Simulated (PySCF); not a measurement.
# B₃H₃O₃, SMILES `B1OBOBO1`: electronic structure

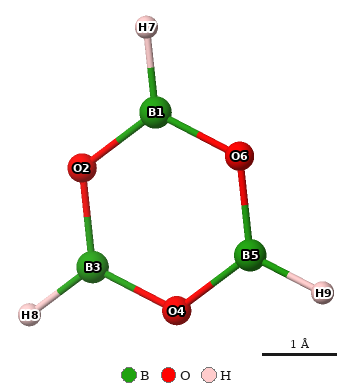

The molecule, with its atoms numbered as below. No frequency check shows the geometry to be a minimum.

Coordinates in Å:

```
B1      -1.3129   -0.3587    0.0000
O2      -0.3454   -1.3146    0.0000
B3       0.9671   -0.9577    0.0000
O4       1.3112    0.3582    0.0000
B5       0.3458    1.3163    0.0000
O6      -0.9658    0.9565    0.0000
H7      -2.4414   -0.6670    0.0000
H8       1.7983   -1.7808    0.0000
H9       0.6430    2.4478    0.0000
```

## 1. Bonding charge

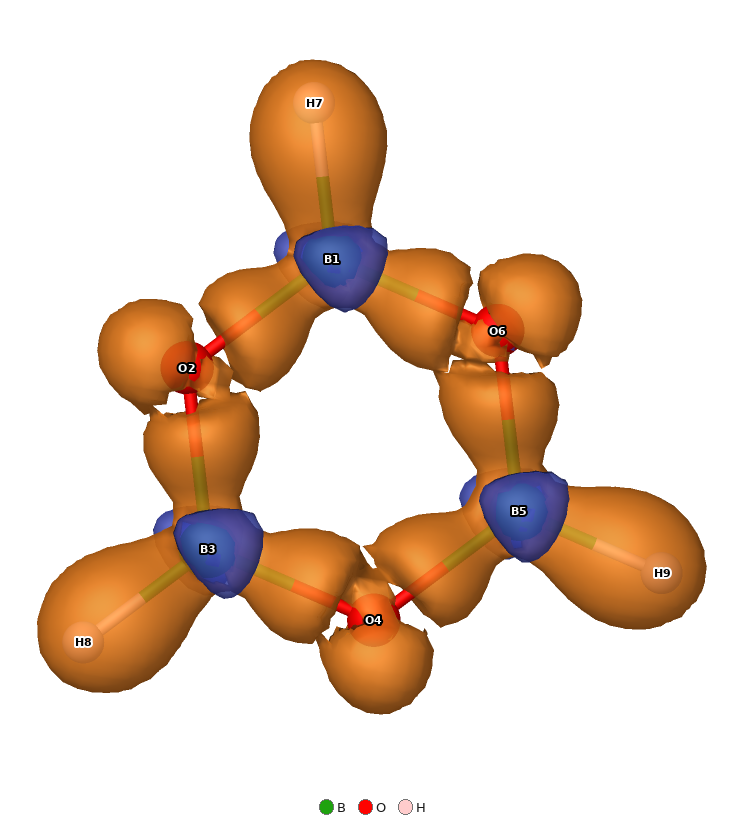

Deformation density (molecule less spherical, spin-averaged free atoms at the same positions), surfaces at ±0.15 e/Å³; orange: gain, blue: loss.

Method: PBE0/6-31+G*; geometry: GFN2-xTB; program: PySCF.

Describe the bonding that the map shows.

Answer. B1–H7, B3–H8 and B5–H9: +0.55 e/Å³ at the bond critical point (bond length 1.17 Å). B1–O2, B3–O4, B5–O6, O4–B5 and 2 more like them: +0.34 e/Å³ at the bond critical point (bond length 1.36 Å). In all, 2.4 electrons gather in the regions of gain relative to the promolecule.

Where do the Hirshfeld charges lie?

Answer. The highest Hirshfeld charge is on B1, B3 and B5 (+0.27 e), the lowest on O2, O4 and O6 (−0.23 e).

## 2. Electrostatic potential

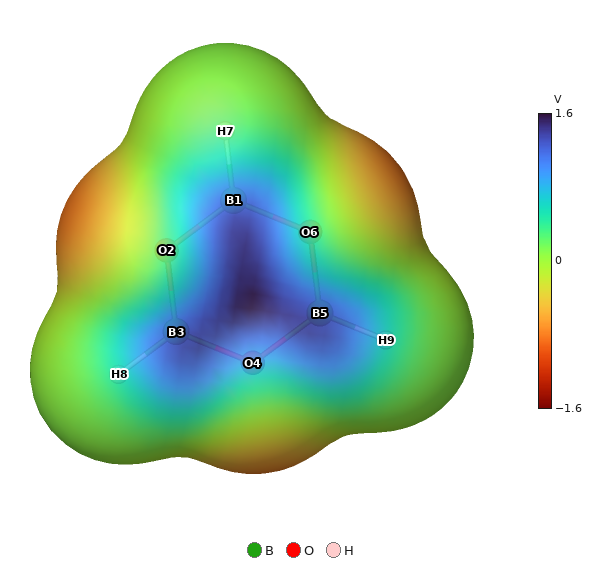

Electrostatic potential on the surface of electron density 0.001 a.u.

Where are the extremes of the potential on the surface?

Answer. Highest: 1.54 V, near O2 (1.98 Å), B3 (2.04 Å) and B1 (2.04 Å), and at like points elsewhere. Lowest: −0.82 V, 1.8 Å from O6, and at like points elsewhere. The surface is sampled at points, so like sites can differ by a few per cent and only the strongest of them is named.

## 3. Localised orbitals

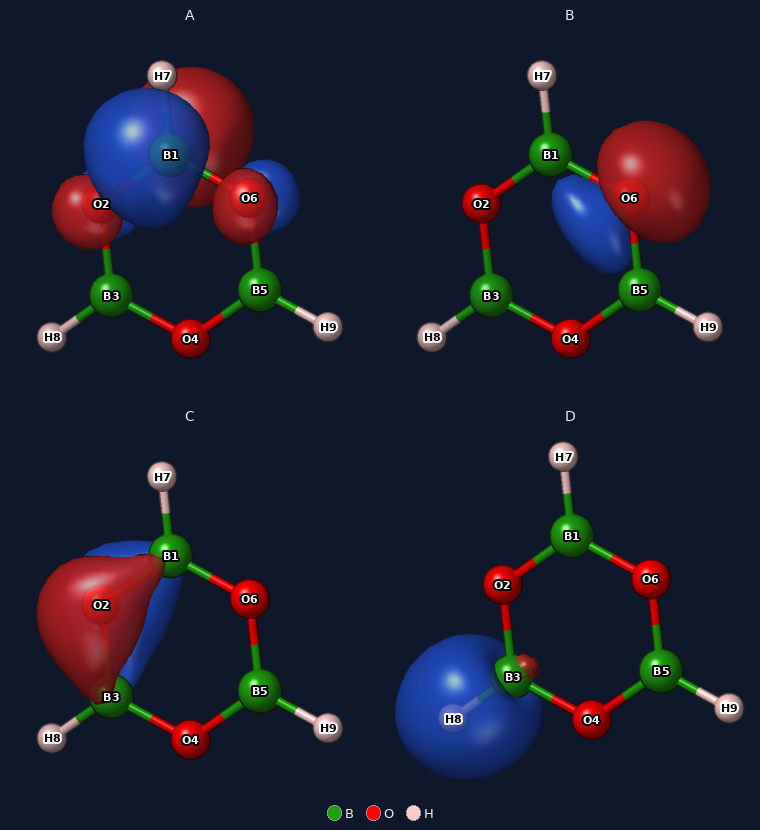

Intrinsic bond orbitals (IBO), occupied and valence-virtual; each surface holds about 80 % of the orbital's density. Energies are diagonal elements of the Fock matrix.

Method: B3LYP/def2-SVP; geometry: GFN2-xTB; program: PySCF.

Name the orbitals, with their atomic make-up and energies.

Answer. By panel:
- A: π* orbital B1–O2, mostly on B1 (B1 80 %, O2 10 %, O6 10 %; 0.5 eV)
- B: lone pair on O6 (sp4.6-type) (O6 95 %; −12.1 eV)
- C: p-type lone pair on O2, partly delocalised onto B1 and B3 (O2 80 %, B1 10 %, B3 10 %; −11.4 eV)
- D: σ bond B3–H8 (B3 50 %, H8 49 %; −11.7 eV)

## 4. Magnetic shielding

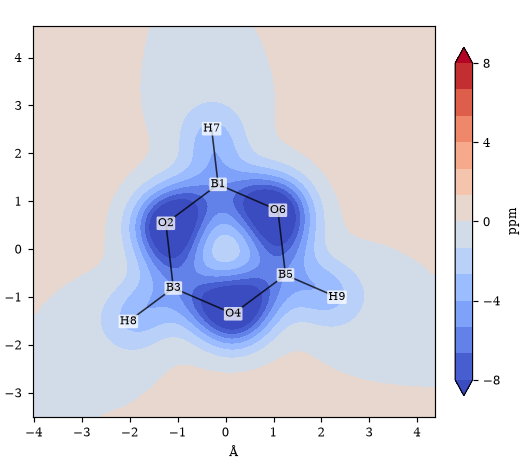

Isotropic NICS 1.0 Å above the plane of the 6-membered ring B1/O2/B3/O4/B5/O6; GIAO shieldings; atoms are projected onto the map; negative values mean shielding.

Method: PBE/cc-pVDZ; geometry: GFN2-xTB; program: PySCF.

Classify the ring and give its NICS values.

Answer. It is neither clearly diatropic nor paratropic (non-aromatic): NICS(0) = −0.2, NICS(1) = −1.9, NICS(1)zz = −2.8 ppm.

What absolute proton shieldings does the same calculation give?

Answer. 26.9 ppm for all of them.

The PySCF runs shown took 10 s, 8.9 s and 16 s on 1 thread of Arm Neoverse V1, with other jobs on the host.
